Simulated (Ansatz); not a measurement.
# GeSiH4O (SMILES [SiH3][O][GeH]) at HF/STO-3G

Aim: the vertical singlet–triplet gap of GeSiH4O at HF/STO-3G, from 2 runs. 

The results are computed with Ansatz 0.2.0.

68 further runs of the same task are left out: 68 set aside as unsound or not needed.

### Step 1. The structure to begin with

GeSiH4O: 7 atoms, total charge 0, spin state singlet. As SMILES, `[SiH3][O][GeH]`. The coordinates come from a PBE0-D4/def2-TZVP relaxation. This is one conformer, not always the lowest.

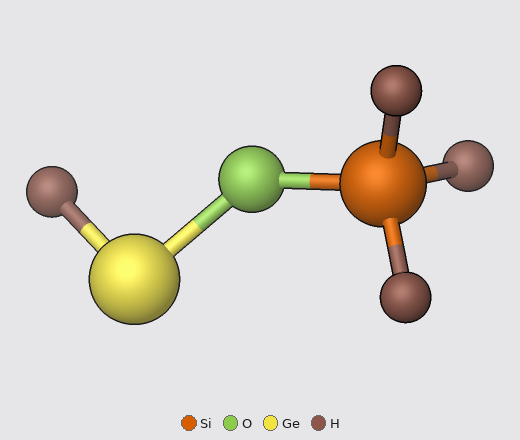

The structure, seen from a chosen angle (silicon orange, oxygen green, germanium yellow, hydrogen brown).

### Step 2. A single-point energy at HF/STO-3G

File molecule.yaml:

```yaml
crystal:
  periodic: [false, false, false]
  atoms:
    - symbol: Si
      position_ang: [-0.741700, 0.650900, -0.296500]
    - symbol: O
      position_ang: [0.533500, -0.139300, 0.373700]
    - symbol: Ge
      position_ang: [1.261400, -1.756200, 0.134200]
    - symbol: H
      position_ang: [-1.409200, -0.197600, -1.323800]
    - symbol: H
      position_ang: [-0.260900, 1.901300, -0.937500]
    - symbol: H
      position_ang: [-1.722500, 0.988100, 0.766400]
    - symbol: H
      position_ang: [2.400800, -1.515100, 1.238000]
basis:
  gaussian: {orbitals: STO-3G}
total_charge: 0
hamiltonian: {xc: hf}
accuracy: high
output: {orbitals: {seedname: orbitals}}
```

On the command line:

```console
$ ansatz run molecule.yaml --threads 1 --pin off --max-ram 3480MiB --events-out events.jsonl --progress --plain --runs-dir runs
```

Output:

```text
Warning: RAYON_NUM_THREADS=1 ignored (pool sized by the plan → 1); use --threads N
Functional definition: HF
  name "HF"
  exchange = exact_x
  correlation = 0
590 factors; integrals over basis functions are off by at most 5.0e-9 eV
mean field evaluation 1: about -65673.0944 eV, gradient 2.1e1 eV
mean field evaluation 2: about -65673.1545 eV, gradient 2.1e1 eV
mean field evaluation 4: about -65674.8161 eV, gradient 1.6e0 eV
mean field evaluation 8: about -65674.8317 eV, gradient 2.1e-2 eV
mean field -65674.83166658 eV, -2413.5055477472 hartree, gradient 1.1e-8 eV, S^2 0.000000; 0 other end points of the search recorded, 0 dependent functions left out
reference -65674.83166658 eV, -2413.5055477472 hartree; 29, 29 occupied and 7, 7 virtual orbitals, 590 factors
Total energy: -65674.83166658 eV, -2413.5055477472 hartree
```

It took 0.52 s on 1 thread of AMD EPYC 7R43 (Zen 3), shared host.

### Step 3. The triplet at the same level

File job.yaml:

```yaml
crystal:
  periodic: [false, false, false]
  atoms:
    - symbol: Si
      position_ang: [-0.741700, 0.650900, -0.296500]
    - symbol: O
      position_ang: [0.533500, -0.139300, 0.373700]
    - symbol: Ge
      position_ang: [1.261400, -1.756200, 0.134200]
    - symbol: H
      position_ang: [-1.409200, -0.197600, -1.323800]
    - symbol: H
      position_ang: [-0.260900, 1.901300, -0.937500]
    - symbol: H
      position_ang: [-1.722500, 0.988100, 0.766400]
    - symbol: H
      position_ang: [2.400800, -1.515100, 1.238000]
basis:
  gaussian:
    orbitals: STO-3G
magnetization:
  spin_polarized: true
  initial_magnetization: 2
hamiltonian:
  xc: hf
accuracy: high
output: {orbitals: {seedname: orbitals}}
```

On the command line:

```console
$ ansatz run job.yaml --threads 1 --pin off --max-ram 3480MiB --events-out events.jsonl --progress --plain --runs-dir runs
```

Output:

```text
Warning: RAYON_NUM_THREADS=1 ignored (pool sized by the plan → 1); use --threads N
[... 4 set-up lines as earlier in the session ...]
590 factors; integrals over basis functions are off by at most 5.0e-9 eV
mean field evaluation 1: about -65671.5989 eV, gradient 1.3e1 eV
mean field evaluation 2: about -65671.6702 eV, gradient 1.3e1 eV
mean field evaluation 4: about -65673.0755 eV, gradient 1.8e0 eV
mean field evaluation 8: about -65673.1641 eV, gradient 6.0e-3 eV
mean field evaluation 16: about -65671.0277 eV, gradient 5.2e0 eV
mean field -65673.16291618 eV, -2413.4442223010 hartree, gradient 2.3e-8 eV, S^2 2.009310; 0 other end points of the search recorded, 0 dependent functions left out
reference -65673.16291618 eV, -2413.4442223010 hartree; 30, 28 occupied and 6, 8 virtual orbitals, 590 factors
Total energy: -65673.16291618 eV, -2413.4442223010 hartree
```

Wall time 0.62 s (1 thread of AMD EPYC 7R43 (Zen 3), shared host); peak memory 0.11 GiB.

### Step 4. Results

Level: HF/STO-3G.

| quantity | value |
| --- | --- |
| singlet: total energy | -2413.50555 Eh |
| singlet: HOMO energy | -5.94 eV |
| singlet: LUMO energy | 5.34 eV |
| singlet: HOMO–LUMO gap | 11.28 eV |
| triplet: total energy | -2413.44422 Eh |
| triplet: HOMO energy (highest over α and β) | -4.30 eV |
| triplet: LUMO energy (lowest over α and β) | 3.68 eV |
| triplet: ⟨S²⟩ | 2.009 |
| vertical energy of the triplet above the singlet | 1.669 eV |

**Reading.** At this shape the triplet lies 1.67 eV (38 kcal/mol) above the singlet. In a minimal basis such a difference can be off by several eV, whatever the method.
